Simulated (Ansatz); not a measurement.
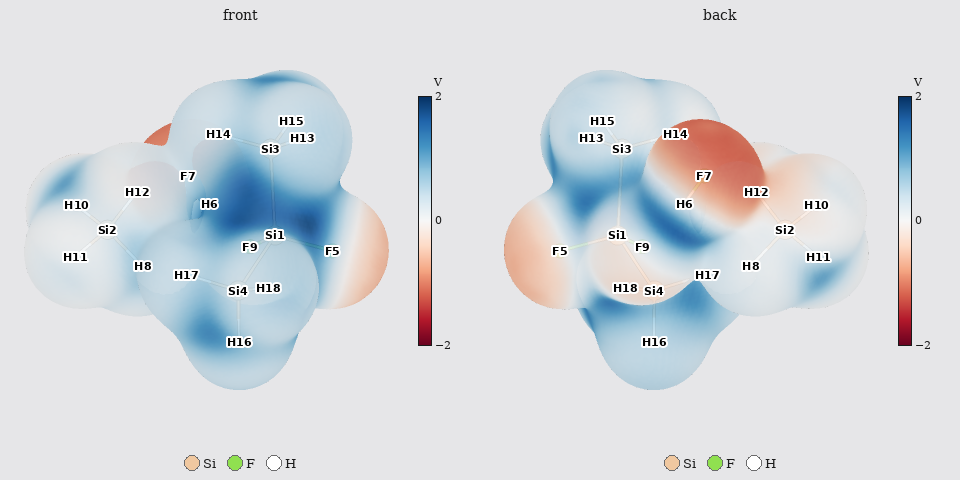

*F2H6Si3···SiH4···HF. The electrostatic potential painted on the density surface at 0.002 e/bohr³, seen from the front and from behind; red is negative and blue positive.*

The product side of a reaction path; geometry: PBE0-D4/def2-TZVP.

These are results of RKS PBE0-D4/def2-TZVPP in Ansatz 0.2.0, not measurements.

Input file:

```
crystal:
  periodic: [false, false, false]
  atoms:
    - {symbol: Si, position_ang: [-1.350598, -0.425651, 1.000921]}
    - {symbol: Si, position_ang: [2.640946, 0.284637, -0.912501]}
    - {symbol: Si, position_ang: [-2.107692, 1.386716, -0.292668]}
    - {symbol: Si, position_ang: [-0.627680, -2.373689, -0.099748]}
    - {symbol: F, position_ang: [-2.502142, -0.834477, 2.032285]}
    - {symbol: H, position_ang: [0.773434, 1.573870, 1.584377]}
    - {symbol: F, position_ang: [1.060238, 2.318889, 1.108053]}
    - {symbol: H, position_ang: [2.361550, -0.336616, 0.408078]}
    - {symbol: F, position_ang: [-0.136165, 0.094619, 1.946854]}
    - {symbol: H, position_ang: [3.554828, 1.439464, -0.751007]}
    - {symbol: H, position_ang: [3.273989, -0.737200, -1.787179]}
    - {symbol: H, position_ang: [1.363367, 0.717459, -1.531093]}
    - {symbol: H, position_ang: [-3.370826, 0.953407, -0.947572]}
    - {symbol: H, position_ang: [-1.099144, 1.714604, -1.329110]}
    - {symbol: H, position_ang: [-2.367137, 2.557285, 0.582759]}
    - {symbol: H, position_ang: [-0.013846, -3.311223, 0.875420]}
    - {symbol: H, position_ang: [0.358470, -2.014740, -1.150825]}
    - {symbol: H, position_ang: [-1.811691, -3.007355, -0.737141]}
basis:
  gaussian: {orbitals: def2-TZVPP}
hamiltonian: {xc: pbe0, dispersion: d4}
output: {orbitals: {seedname: orbitals}}
```

Command:

```sh
ansatz run in.yaml --threads 4 --pin off --events-out ev --progress --plain --max-ram 66560MiB --backend cuda --devices 0, --max-vram 37GiB
```

Where is the surface potential most negative and most positive?

The most negative region (about −1.2 V) lies over F7, the most positive (about +1.7 V) over Si1, Si3 and Si4.
